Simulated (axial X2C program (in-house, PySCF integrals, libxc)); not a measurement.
# All-electron X2C curves of PF⁺

What are the state, bond length, wavenumber and bond energy of PF⁺, and what does spin–orbit coupling change?

The runs use an in-house X2C program for linear molecules on PySCF integrals; all-electron X2C, P dyall-v3z, F dyall-av3z.

All values are calculated.

## 1. The job

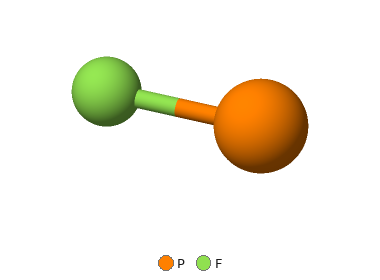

The two atoms at 1.750 Å (phosphorus orange, fluorine green).

Input file task.json:

```json
{"zs": [15, 9], "q": 1, "bas": ["dyall-v3z", "dyall-av3z"], "levels": ["PBE0", "HF", "BP86"], "cc": true, "r0": 1.75, "thr": -2.0, "nmax": 90, "npts": 10, "nst": 2, "ntry": 6}
```

Keys: zs atomic numbers; q charge; bas basis sets; levels methods (HF also brings MP2); cc coupled cluster on or off; r0 starting distance in Å; thr threshold in hartree for freezing inner shells (an s shell follows its p shell); nmax most natural virtual spinors; npts points asked for on the curve; nst determinants followed; ntry starts of the search.

Run with:

```
> python so2c.py task.json out
```

Spin-free means the one-electron spin-free X2C Hamiltonian; two-component (2c) means X2C with spin–orbit coupling and atomic mean-field two-electron Coulomb and Gaunt terms. Basis: P dyall-v3z contracted to [8s7p2d1f], F dyall-av3z contracted to [7s6p3d2f]; Gaussian nuclei, density fitting. Masses: P 30.974 u, F 18.998 u.

Notation: σ, π±, δ± give the projection m of an orbital's angular momentum (0, ±1, ±2), α and β its spin, Λ and M_S the sums; ω is the projection of a spinor's total angular momentum and Ω the sum. Logs are in hartree.

The results follow Hamiltonian by Hamiltonian and level by level.

## 2. State search with PBE0

PBE0 moves the distance from 1.750 Å to 1.524 Å and compares determinants there.

Spin-free determinants:

| ΔE (eV) | state | open shells |
| --- | --- | --- |
| 0.00 | M_S = 1/2, Λ = 1 | beyond closed shells: π+α |
| 4.40 | M_S = 3/2, Λ = 0 | beyond closed shells: σα, π+α, π-α |
| 4.54 | M_S = 1/2, Λ = 0 | beyond closed shells: σα |
| 6.25 | M_S = 1/2, Λ = 0 | beyond closed shells: σβ, π+α, π-α |
| 7.42 | M_S = 3/2, Λ = 1 | beyond closed shells: 2 × π+α, π+β, 2 × π-α |

Two-component determinants:

| ΔE (eV) | state | open shells |
| --- | --- | --- |
| 0.00 | Ω = 1/2 | excess of +ω over −ω: ω = 1/2 |
| 0.04 | Ω = 3/2 | excess of +ω over −ω: ω = 3/2 |
| 6.28 | Ω = 1/2 | excess of +ω over −ω: 2 × ω = -1/2, ω = 3/2 |
| 7.43 | Ω = 5/2 | excess of +ω over −ω: ω = -1/2, 2 × ω = 3/2 |
| 8.71 | Ω = 3/2 | excess of +ω over −ω: ω = 3/2 |

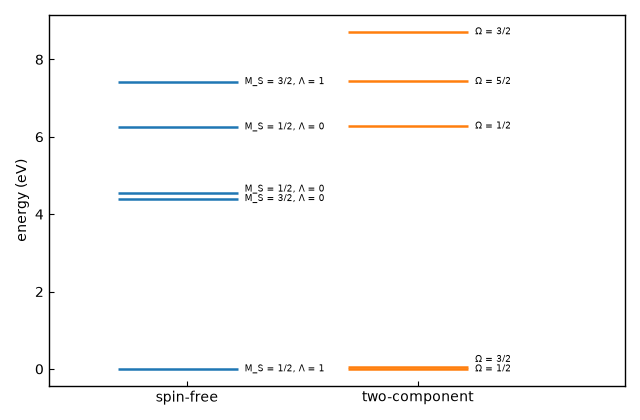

The determinants found, each set from its own lowest.

## 3. PBE0, spin-free

State followed: M_S = 1/2, Λ = 1 (beyond closed shells: π+α). The scan is laid around 1.524 Å, a first estimate of the minimum, and this SCF restarts from the orbitals of the search.

The SCF at the reference distance of 1.524 Å:

```text
spin-free X2C-1e  PBE0
basis functions 100  fitting functions 566  grid points 4353
iter        total energy     max residual
   1       -441.550715609     2.08e-05
   2       -441.550715608     2.62e-05
   3       -441.550715611     3.78e-06
   4       -441.550715612     1.82e-06
converged
one-electron -697.15103200  Coulomb 241.97133937  exact exchange -8.11831375  xc functional -25.12864327  nuclear repulsion 46.87593404
```

Along the bond, energies from the lowest point:

```
R (Å)  E (eV)  μ (D)  HOMO (eV)  LUMO (eV)  iterations
1.326  1.3233  -1.51     -14.44     -11.94          10
1.387  0.5439  -1.86     -14.69     -12.18          10
1.433  0.2116  -2.12     -14.87     -12.35          10
1.478  0.0431  -2.38     -15.04     -12.52          10
1.524  0.0000  -2.65     -15.20     -12.68           4
1.577  0.0696  -2.95     -15.37     -12.86          10
1.631  0.2350  -3.25     -15.54     -13.03          10
1.699  0.5454  -3.62     -15.74     -13.23          11
1.783  1.0189  -4.06     -15.96     -13.45          12
1.905  1.7977  -4.65     -16.23     -13.73          13
```

Dipoles are positive if F is the positive end and refer to the centre of mass.

Outer orbitals at the reference distance:

```json
{"symmetry": "σα", "occupied": "yes", "ε (eV)": "-26.65", "atomic character": "52% F p, 36% P s, 8% F s"}
{"symmetry": "σβ", "occupied": "yes", "ε (eV)": "-25.96", "atomic character": "61% F p, 28% P s, 8% F s"}
{"symmetry": "π+α", "occupied": "yes", "ε (eV)": "-22.61", "atomic character": "84% F p, 10% P p, 3% P d"}
{"symmetry": "π-α", "occupied": "yes", "ε (eV)": "-22.23", "atomic character": "85% F p, 10% P p, 4% P d"}
{"symmetry": "π-β", "occupied": "yes", "ε (eV)": "-22.05", "atomic character": "86% F p, 8% P p, 4% P d"}
{"symmetry": "π+β", "occupied": "yes", "ε (eV)": "-22.05", "atomic character": "86% F p, 8% P p, 4% P d"}
{"symmetry": "σα", "occupied": "yes", "ε (eV)": "-21.42", "atomic character": "36% F p, 32% P s, 24% P p"}
{"symmetry": "σβ", "occupied": "yes", "ε (eV)": "-20.57", "atomic character": "40% P s, 28% F p, 25% P p"}
{"symmetry": "π+α", "occupied": "yes", "ε (eV)": "-15.20", "atomic character": "78% P p, 12% F p, 5% F d"}
{"symmetry": "π-α", "occupied": "no", "ε (eV)": "-12.68", "atomic character": "78% P p, 11% F p, 5% F d"}
{"symmetry": "π+β", "occupied": "no", "ε (eV)": "-11.40", "atomic character": "80% P p, 10% F p, 5% F d"}
{"symmetry": "π-β", "occupied": "no", "ε (eV)": "-11.40", "atomic character": "80% P p, 10% F p, 5% F d"}
{"symmetry": "σα", "occupied": "no", "ε (eV)": "-8.06", "atomic character": "53% P p, 26% P d, 9% F s"}
```

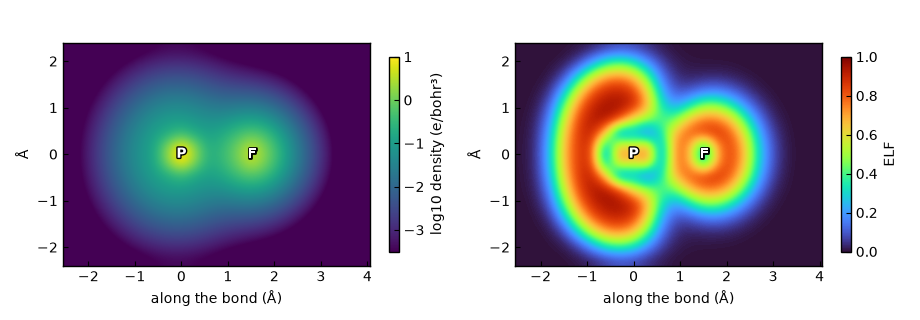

PBE0 fields in a plane through the axis, from a grid of 0.3 Å; P lies at z = 0 and F at z = 1.524 Å; the ELF is damped to zero where the density is low.

Re = 1.520 Å, ωe = 1042 cm⁻¹, ωexe = 4.64 cm⁻¹, Be = 0.6199 cm⁻¹, De = 5.38 eV, μ = -2.62 D.

## 4. HF, spin-free

The SCF at the reference distance of 1.524 Å:

```text
spin-free X2C-1e  HF
basis functions 100  fitting functions 566  grid points 4353
iter        total energy     max residual
   1       -440.777013581     8.11e-02
   2       -440.793332453     7.52e-03
   3       -440.794186285     7.16e-03
   4       -440.794466638     1.59e-03
   5       -440.794531873     7.21e-04
   6       -440.794546240     2.99e-04
   7       -440.794548273     1.18e-04
   8       -440.794548726     4.26e-05
   9       -440.794548812     1.24e-05
  10       -440.794548815     2.26e-06
  11       -440.794548815     6.24e-07
converged
one-electron -697.01419743  Coulomb 241.89125177  exact exchange -32.54753719  xc functional 0.00000000  nuclear repulsion 46.87593404
```

Re = 1.491 Å, ωe = 1127 cm⁻¹, ωexe = 4.8 cm⁻¹, Be = 0.6442 cm⁻¹, De = 3.25 eV, μ = -2.82 D.

## 5. BP86, spin-free

Output at 1.524 Å:

```text
spin-free X2C-1e  BP86
basis functions 100  fitting functions 566  grid points 4353
iter        total energy     max residual
   1       -441.814116735     3.84e-02
   2       -441.814883429     1.92e-02
   3       -441.806524543     4.26e-02
   4       -441.816702214     3.52e-03
   5       -441.816776205     1.49e-04
   6       -441.816776410     9.03e-05
   7       -441.816776459     9.05e-06
   8       -441.816776460     3.63e-06
converged
one-electron -697.17148565  Coulomb 241.98300919  exact exchange 0.00000000  xc functional -33.50423404  nuclear repulsion 46.87593404
```

Re = 1.544 Å, ωe = 974 cm⁻¹, ωexe = 4.68 cm⁻¹, Be = 0.6005 cm⁻¹, De = 5.81 eV, μ = -2.56 D.

## 6. MP2 and beyond, spin-free

Correlated methods: 11 electrons correlated (frozen shells, counted by type: P 2 s, 1 p; F 1 s), 167 virtual spinors in MP2, 90 natural virtuals in coupled cluster.

Output of the correlated part at 1.524 Å:

```text
correlated 11  virtual 167  natural virtual 90  E(MP2) -0.360143024  MP2 remainder -0.010720755
iter   CCSD correlation   residual
   1     -0.349515503   1.37e-01
   2     -0.360046963   6.19e-02
   3     -0.363845122   2.61e-02
   4     -0.363801564   7.87e-03
   5     -0.363916388   2.91e-03
   6     -0.363941209   9.47e-04
   7     -0.363935171   3.67e-04
   8     -0.363939688   1.27e-04
   9     -0.363939244   4.73e-05
  10     -0.363939287   1.72e-05
  11     -0.363939069   7.92e-06
  12     -0.363939014   3.40e-06
  13     -0.363938954   1.57e-06
  14     -0.363938962   6.26e-07
(T) -0.013430074  T1 0.0287  D1 0.0487  max T2 0.087
```

T1 in the output is the amplitude norm over the root of the electron number; divide by √2 for the Lee–Taylor value.

MP2: Re = 1.524 Å, ωe = 1039 cm⁻¹, Be = 0.6167 cm⁻¹, De = 5.55 eV.

CCSD: Re = 1.516 Å, ωe = 1057 cm⁻¹, ωexe = 4.7 cm⁻¹, Be = 0.6226 cm⁻¹, De = 5.08 eV. T1 at Re = 0.020 (Lee–Taylor, the printed value over √2).

CCSD(T): Re = 1.524 Å, ωe = 1031 cm⁻¹, ωexe = 4.82 cm⁻¹, Be = 0.6165 cm⁻¹, De = 5.27 eV. T1 at Re = 0.020 (Lee–Taylor, the printed value over √2).

## 7. The spin-free curves together

Energy (eV) of the followed determinant, spin-free, from each level's lowest point:

```
R (Å)   PBE0     HF    MP2   CCSD  CCSD(T)   BP86
1.326  1.323  1.050  1.376    n/a      n/a  1.540
1.387  0.544  0.363  0.577  0.527    0.573  0.693
1.433  0.212  0.100  0.232  0.199    0.230  0.311
1.478  0.043  0.000  0.052  0.036    0.052  0.092
1.524  0.000  0.024  0.000  0.000    0.000  0.000
1.577  0.070  0.170  0.061  0.079    0.059  0.013
1.631  0.235  0.410  0.220  0.254    0.215  0.123
1.699  0.545  0.811  0.524  0.577    0.511  0.363
1.783  1.019  1.389  0.995    n/a      n/a  0.754
1.905  1.798  2.305  1.775    n/a      n/a  1.418
```

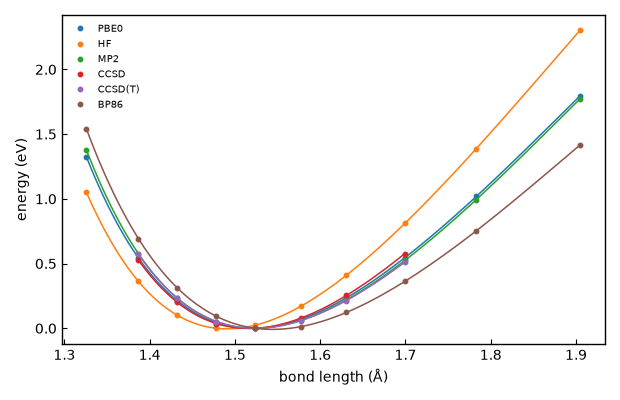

Curves of the followed state, spin-free, each from its own lowest point.

## 8. PBE0, 2c

State followed: Ω = 1/2 (excess of +ω over −ω: ω = 1/2). The scan is laid around 1.524 Å, a first estimate of the minimum, and this SCF restarts from the orbitals of the search.

The SCF at the reference distance of 1.524 Å:

```text
two-component X2C + atomic mean field  PBE0
basis functions 100  fitting functions 566  grid points 4353
iter        total energy     max residual
   1       -441.497144550     4.58e-06
   2       -441.497144551     4.48e-06
converged
one-electron -697.01252241  Coulomb 241.93528268  exact exchange -8.11695717  xc functional -25.12436707  nuclear repulsion 46.87593404  atomic mean-field constant -0.05451461
```

Along the bond, energies from the lowest point:

```
R (Å)  E (eV)  μ (D)  HOMO (eV)  LUMO (eV)  iterations
1.326  1.3260  -1.51     -14.46     -11.91          10
1.387  0.5455  -1.86     -14.70     -12.15          10
1.433  0.2126  -2.12     -14.88     -12.33          10
1.478  0.0435  -2.39     -15.05     -12.49          10
1.524  0.0000  -2.65     -15.21     -12.65           2
1.577  0.0692  -2.95     -15.39     -12.83          10
1.631  0.2343  -3.25     -15.55     -13.00          10
1.699  0.5444  -3.62     -15.75     -13.20          11
1.783  1.0175  -4.06     -15.97     -13.42          12
1.905  1.7960  -4.65     -16.24     -13.71          13
```

Dipoles are positive if F is the positive end and refer to the centre of mass.

Outer spinors at the reference distance:

| ω | occupied | ε (eV) | atomic character | λ mixture |
| --- | --- | --- | --- | --- |
| -1/2 | yes | -26.65 | 52% F p, 36% P s, 8% F s | 100% σ |
| 1/2 | yes | -25.95 | 61% F p, 28% P s, 8% F s | 100% σ |
| 1/2 | yes | -22.63 | 84% F p, 10% P p, 3% P d | 100% π |
| -3/2 | yes | -22.21 | 85% F p, 10% P p, 4% P d | 100% π |
| -1/2 | yes | -22.06 | 86% F p, 8% P p, 4% P d | 100% π |
| 3/2 | yes | -22.02 | 86% F p, 8% P p, 4% P d | 100% π |
| -1/2 | yes | -21.41 | 36% F p, 32% P s, 24% P p | 100% σ |
| 1/2 | yes | -20.57 | 40% P s, 28% F p, 25% P p | 100% σ |
| 1/2 | yes | -15.21 | 78% P p, 12% F p, 5% F d | 100% π |
| -3/2 | no | -12.65 | 78% P p, 11% F p, 5% F d | 100% π |
| -1/2 | no | -11.41 | 80% P p, 10% F p, 5% F d | 100% π |
| 3/2 | no | -11.37 | 80% P p, 10% F p, 5% F d | 100% π |
| -1/2 | no | -8.05 | 53% P p, 26% P d, 9% F s | 100% σ |

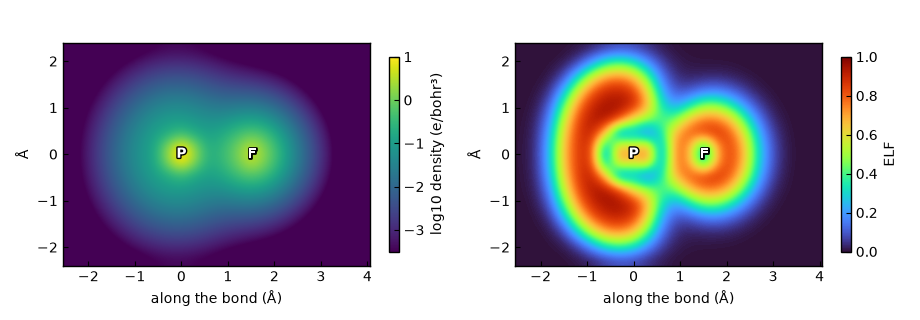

PBE0 fields in a plane through the axis, from a grid of 0.3 Å; P lies at z = 0 and F at z = 1.524 Å; the ELF is damped to zero where the density is low.

Re = 1.520 Å, ωe = 1042 cm⁻¹, ωexe = 4.65 cm⁻¹, Be = 0.6198 cm⁻¹, De = 5.40 eV, μ = -2.62 D.

## 9. HF, 2c

The SCF at the reference distance of 1.524 Å:

```text
two-component X2C + atomic mean field  HF
basis functions 100  fitting functions 566  grid points 4353
iter        total energy     max residual
   1       -440.723649001     8.09e-02
   2       -440.739952103     7.51e-03
   3       -440.740804130     7.13e-03
   4       -440.741083332     1.59e-03
   5       -440.741148374     7.21e-04
   6       -440.741162722     2.99e-04
   7       -440.741164760     1.18e-04
   8       -440.741165213     4.33e-05
   9       -440.741165299     1.23e-05
  10       -440.741165301     2.24e-06
  11       -440.741165301     6.05e-07
converged
one-electron -696.87582725  Coulomb 241.85529006  exact exchange -32.54204754  xc functional 0.00000000  nuclear repulsion 46.87593404  atomic mean-field constant -0.05451461
```

Re = 1.491 Å, ωe = 1127 cm⁻¹, ωexe = 4.8 cm⁻¹, Be = 0.644 cm⁻¹, De = 3.25 eV, μ = -2.82 D.

## 10. BP86, 2c

Output at 1.524 Å:

```text
two-component X2C + atomic mean field  BP86
basis functions 100  fitting functions 566  grid points 4353
iter        total energy     max residual
   1       -441.760427347     3.84e-02
   2       -441.761198479     1.91e-02
   3       -441.752876754     4.25e-02
   4       -441.763010948     3.51e-03
   5       -441.763084547     1.49e-04
   6       -441.763084753     9.02e-05
   7       -441.763084801     9.05e-06
   8       -441.763084802     3.63e-06
converged
one-electron -697.03290447  Coulomb 241.94687827  exact exchange 0.00000000  xc functional -33.49847804  nuclear repulsion 46.87593404  atomic mean-field constant -0.05451461
```

Re = 1.544 Å, ωe = 974 cm⁻¹, ωexe = 4.69 cm⁻¹, Be = 0.6004 cm⁻¹, De = 5.83 eV, μ = -2.56 D.

## 11. MP2 and beyond, 2c

Correlated methods: 11 electrons correlated (frozen shells, counted by type: P 2 s, 1 p; F 1 s), 167 virtual spinors in MP2, 90 natural virtuals in coupled cluster.

Output of the correlated part at 1.524 Å:

```text
correlated 11  virtual 167  natural virtual 90  E(MP2) -0.360060745  MP2 remainder -0.010718390
iter   CCSD correlation   residual
   1     -0.349452234   1.36e-01
   2     -0.359970965   6.18e-02
   3     -0.363759121   2.60e-02
   4     -0.363715522   7.84e-03
   5     -0.363830099   2.90e-03
   6     -0.363854866   9.45e-04
   7     -0.363848867   3.66e-04
   8     -0.363853385   1.27e-04
   9     -0.363852929   4.73e-05
  10     -0.363852976   1.74e-05
  11     -0.363852756   8.18e-06
  12     -0.363852701   3.64e-06
  13     -0.363852639   1.78e-06
  14     -0.363852649   8.38e-07
(T) -0.013417688  T1 0.0287  D1 0.0486  max T2 0.087
```

MP2: Re = 1.524 Å, ωe = 1039 cm⁻¹, Be = 0.6165 cm⁻¹, De = 5.56 eV.

CCSD: Re = 1.517 Å, ωe = 1057 cm⁻¹, ωexe = 4.7 cm⁻¹, Be = 0.6225 cm⁻¹, De = 5.09 eV. T1 at Re = 0.020 (Lee–Taylor, the printed value over √2).

CCSD(T): Re = 1.524 Å, ωe = 1031 cm⁻¹, ωexe = 4.82 cm⁻¹, Be = 0.6164 cm⁻¹, De = 5.28 eV. T1 at Re = 0.020 (Lee–Taylor, the printed value over √2).

## 12. A higher determinant, 2c

State: Ω = 3/2 (excess of +ω over −ω: ω = 3/2).

Output at the reference distance:

```text
two-component X2C + atomic mean field  PBE0
basis functions 100  fitting functions 566  grid points 4353
iter        total energy     max residual
   1       -441.495621423     5.03e-06
   2       -441.495621424     3.20e-06
converged
one-electron -697.00149216  Coulomb 241.92522619  exact exchange -8.11681003  xc functional -25.12396486  nuclear repulsion 46.87593404  atomic mean-field constant -0.05451461
```

```
R (Å)  E above the lowest PBE0 point (eV)
1.326                               1.366
1.387                               0.586
1.433                               0.253
1.478                               0.085
1.524                               0.041
1.577                               0.111
1.631                               0.276
1.699                               0.586
1.783                               1.060
```

Re = 1.520 Å, ωe = 1042 cm⁻¹, ωexe = 4.65 cm⁻¹, Be = 0.6199 cm⁻¹, μ = -2.62 D. Te = 0.04 eV.

## 13. The 2c curves together

Energy (eV) of the followed determinant, 2c, from each level's lowest point:

```
R (Å)   PBE0     HF    MP2   CCSD  CCSD(T)   BP86
1.326  1.326  1.053  1.379    n/a      n/a  1.542
1.387  0.545  0.364  0.579  0.529    0.575  0.695
1.433  0.213  0.101  0.233  0.200    0.231  0.312
1.478  0.044  0.000  0.053  0.037    0.053  0.093
1.524  0.000  0.024  0.000  0.000    0.000  0.000
1.577  0.069  0.169  0.060  0.078    0.059  0.013
1.631  0.234  0.409  0.219  0.253    0.214  0.122
1.699  0.544  0.809  0.523  0.576    0.510  0.362
1.783  1.018  1.387  0.993    n/a      n/a  0.752
1.905  1.796  2.302  1.773    n/a      n/a  1.416
```

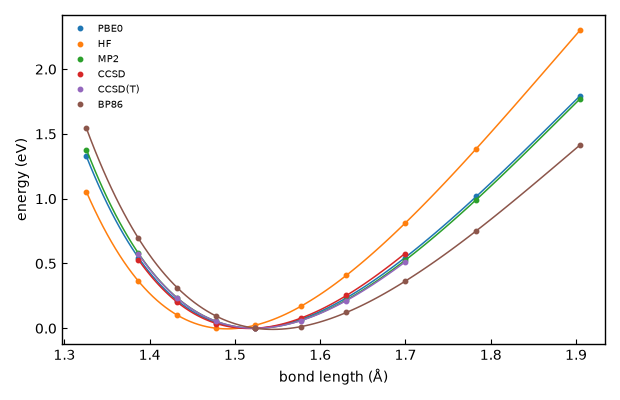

Curves of the followed state, 2c, each from its own lowest point.

Time for the job: 81 s (1 thread of Arm Neoverse V1, shared host).

## 14. Results

Lowest determinant that the search found at its distance, spin-free: M_S = 1/2, Λ = 1 (beyond closed shells: π+α).

Lowest determinant that the search found at its distance, 2c: Ω = 1/2 (excess of +ω over −ω: ω = 1/2).

| Hamiltonian | level | Re (Å) | ωe (cm⁻¹) | De (eV) | μ (D) |
| --- | --- | --- | --- | --- | --- |
| spin-free | PBE0 | 1.520 | 1042 | 5.38 | -2.62 |
| spin-free | HF | 1.491 | 1127 | 3.25 | -2.82 |
| spin-free | MP2 | 1.524 | 1039 | 5.55 | n/a |
| spin-free | CCSD | 1.516 | 1057 | 5.08 | n/a |
| spin-free | CCSD(T) | 1.524 | 1031 | 5.27 | n/a |
| spin-free | BP86 | 1.544 | 974 | 5.81 | -2.56 |
| 2c | PBE0 | 1.520 | 1042 | 5.40 | -2.62 |
| 2c | HF | 1.491 | 1127 | 3.25 | -2.82 |
| 2c | MP2 | 1.524 | 1039 | 5.56 | n/a |
| 2c | CCSD | 1.517 | 1057 | 5.09 | n/a |
| 2c | CCSD(T) | 1.524 | 1031 | 5.28 | n/a |
| 2c | BP86 | 1.544 | 974 | 5.83 | -2.56 |

Dipoles are positive if F is the positive end and refer to the centre of mass.

Time per point (s) on 1 thread of Arm Neoverse V1, shared host (2c runs; CCSD comes with the CCSD(T) run); the times are rough: PBE0 0.19, HF 0.12, MP2 0.19, CCSD(T) 4.1, BP86 0.14.

**Reading.** At CCSD(T), going from spin-free to two-component changes Re by 0 mÅ, ωe by 0.0 %; the spin-free picture holds up (part of it comes from the scalar share of the two-electron terms). De moves by 0.00 eV; both De rest on single-determinant atoms, which can miss part of an open shell's spin–orbit lowering.

De refers to P+ + F, each in the lowest determinant found, which need not be this curve's own limit. The state is a single determinant with fixed occupations, the lowest that a limited PBE0 search found. Dissociation energies refer to the lowest single-determinant-based atoms at the same level and basis. Density functionals use the spin component along the axis (collinear). Coupled cluster ran in a truncated set of natural virtual spinors; the MP2 energy of the rest was added.
